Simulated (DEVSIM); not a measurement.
Structure: illuminated Si p-on-n cell, one wavelength, at 300 K.

| layer (left to right) | material | thickness (μm) | Nd (cm⁻³) | Na (cm⁻³) | τn (s) | τp (s) | absorption coefficient (cm⁻¹) |
|---|---|---|---|---|---|---|---|
| 1 | Si | 0.820 | - | 9.9e18 | 3.4e-8 | 2.2e-7 | 5900 |
| 2 | Si | 210 | 8.6e16 | - | 2.3e-7 | 2.3e-7 | 5900 |

Left contact: ohmic, minority electron recombination velocity 50 cm/s. Right contact: ohmic, minority hole recombination velocity 40 cm/s. Voltage is applied to the left contact. Recombination: SRH at mid-gap, radiative, Auger. Light enters at the left, 2.4e16 photons cm⁻² s⁻¹, one pass, no reflection. Mobility is μmin + (μ − μmin)/(1 + (N/Nref)^α).

The device is made up for the run: typed textbook-type constants, with dimensions and the other settings drawn at random. Values at 300 K.

| parameter | Si |
|---|---|
| gap (eV) | 1.124 |
| affinity (eV) | 4.05 |
| permittivity | 11.7 |
| Nc (cm⁻³) | 2.86e19 |
| Nv (cm⁻³) | 3.1e19 |
| μn (cm²/Vs) | 1417 |
| μp (cm²/Vs) | 470 |
| μn,min | 52 |
| μp,min | 45 |
| Nref,n | 9.7e16 |
| Nref,p | 2.2e17 |
| αn | 0.68 |
| αp | 0.72 |
| B (cm³/s) | 4.7e-15 |
| Cn (cm⁶/s) | 2.8e-31 |
| Cp (cm⁶/s) | 9.9e-32 |

Model (solved in DEVSIM): 1D drift-diffusion, Boltzmann statistics, complete ionisation; no tunnelling, impact ionisation, image-force lowering or self-heating.

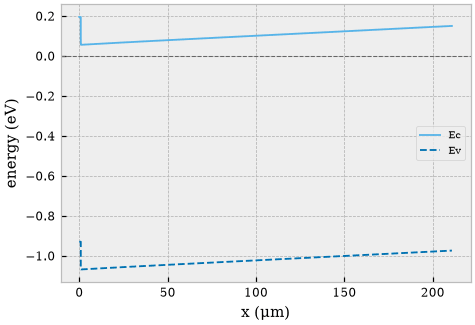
*Band edges at 0.9 V on the left contact, in the dark*

Energies count from the Fermi level of the right contact; mesh points crowd at the junctions.

| x (μm) | Ec (eV) | Ev (eV) | n (cm⁻³) | p (cm⁻³) | field (V/cm) |
|---|---|---|---|---|---|
| 0.000 | 0.194 | -0.930 | 5.9e14 | 9.9e18 | ≈ 0 |
| 0.03865 | 0.194 | -0.930 | 5.9e14 | 9.9e18 | ≈ 0 |
| 0.1420 | 0.195 | -0.929 | 5.9e14 | 9.9e18 | ≈ 0 |
| 0.3955 | 0.195 | -0.929 | 5.9e14 | 9.9e18 | ≈ 0 |
| 0.7180 | 0.195 | -0.929 | 6.1e14 | 9.9e18 | ≈ 0 |
| 0.7948 | 0.195 | -0.929 | 6.1e14 | 9.9e18 | ≈ 0 |
| 0.8267 | 0.105 | -1.019 | 2.0e16 | 3.1e17 | -50000 |
| 0.9139 | 0.056 | -1.068 | 1.3e17 | 4.6e16 | ≈ 0 |
| 1.110 | 0.056 | -1.068 | 1.3e17 | 4.5e16 | ≈ 0 |
| 1.632 | 0.056 | -1.068 | 1.3e17 | 4.4e16 | ≈ 0 |
| 3.116 | 0.057 | -1.067 | 1.3e17 | 4.1e16 | ≈ 0 |
| 9.360 | 0.060 | -1.064 | 1.1e17 | 2.9e16 | ≈ 0 |
| 24.55 | 0.067 | -1.057 | 9.8e16 | 1.2e16 | ≈ 0 |
| 64.06 | 0.085 | -1.039 | 8.7e16 | 1.0e15 | ≈ 0 |
| 162.5 | 0.129 | -0.995 | 8.6e16 | 1.9e12 | ≈ 0 |
| 193.4 | 0.142 | -0.982 | 8.6e16 | 3.0e11 | ≈ 0 |
| 204.3 | 0.147 | -0.977 | 8.6e16 | 2.0e11 | ≈ 0 |
| 208.4 | 0.149 | -0.975 | 8.6e16 | 2.0e11 | ≈ 0 |
| 210.2 | 0.150 | -0.974 | 8.6e16 | 2.0e11 | ≈ 0 |
| 210.6 | 0.150 | -0.974 | 8.6e16 | 2.0e11 | ≈ 0 |
| 210.8 | 0.150 | -0.974 | 8.6e16 | 2.0e11 | ≈ 0 |
| 210.8 | 0.150 | -0.974 | 8.6e16 | 2.0e11 | ≈ 0 |
